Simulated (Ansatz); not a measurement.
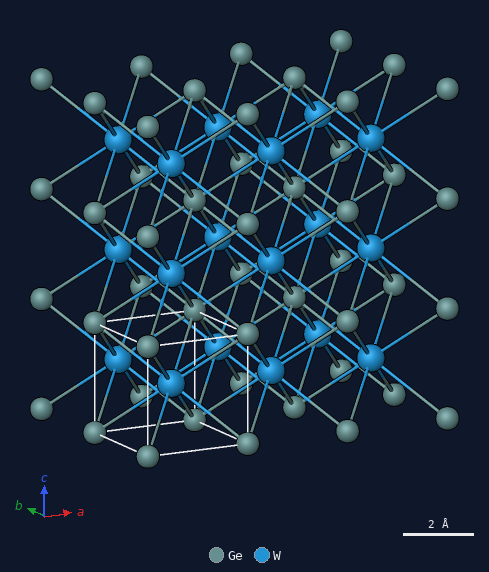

Starting structure of solid GeW (built on the caesium chloride_221 type) (coarse preliminary run). A ball-and-stick model of the cell of the calculation, repeated 3 × 2 × 3 with one cell outlined, seen from a free direction.

Case: caesium chloride type (Pm-3m, No. 221).

The calculation used DFT PBE, scalar-relativistic, plane waves, PAW (Ansatz 0.2.0).

The input:
```yaml
crystal:
  lattice:
    - [3.2604879965, 0.0, 0.0]
    - [0.0, 3.2604879965, 0.0]
    - [0.0, 0.0, 3.2604879965]
  atoms:
    - { symbol: Ge, position: [0.0, 0.0, 0.0] }
    - { symbol: W, position: [0.5, 0.5, 0.5] }
basis:
  ecutwfc: 420
kpoints:
  mp_grid: { grid: [6, 6, 6] }
hamiltonian:
  xc: pbe
scf:
  occupations: { method: gaussian, width: 0.1 }
  lower_state_search: "off"
output:
  forces: true
  stress: true
  eigenvalues: true
relax:
  adjacent_minimum: "off"
  f_tol: 0.04
  max_steps: 70
  cell: { stress_tol: 0.4 }
```

Launched with:
```bash
ansatz run input.yaml --threads 1 --pin off --max-ram 2560MiB --backend cpu --events-out ev --progress --plain --runs-dir out
```

> Where does the relaxation end?

No atom moves by more than 0.005 Å relative to the cell. The drawn cell changes as follows: a = b = c 3.260 → 3.137 Å (−3.8 %); the volume changes by −10.9 %. Some distances before and after: W2–W2 3.260 → 3.137 Å, Ge1–W2 2.824 → 2.717 Å. The space group stays Pm-3m (No. 221). After 3 accepted moves (4 points after the start) the energy has fallen by 0.244 eV per cell of the calculation. All forces vanish by symmetry, so only the cell relaxes. Pressure: −18.49 GPa at the start and −0.09 GPa at the end. At 1 point the geometry stayed and the basis and grid were re-selected for the new cell (energy shift of 1.1 meV per cell of the calculation at most each time). The run took 8.6 s on 1 thread of Arm Neoverse N1 (shared host), peak memory 0.29 GiB.

The structure at the end:

```xyz
2
Lattice="3.1374 0.0000 0.0000 0.0000 3.1374 0.0000 0.0000 0.0000 3.1374" Properties=species:S:1:pos:R:3 pbc="T T T"
Ge    3.1374    3.1374    3.1374
W     1.5687    1.5687    1.5687
```

After the run, drawn alike:

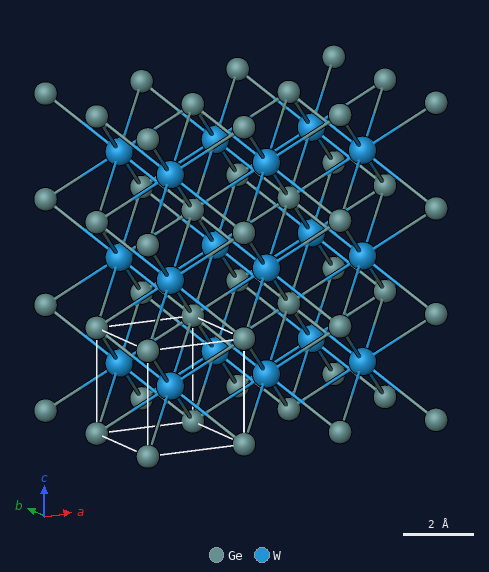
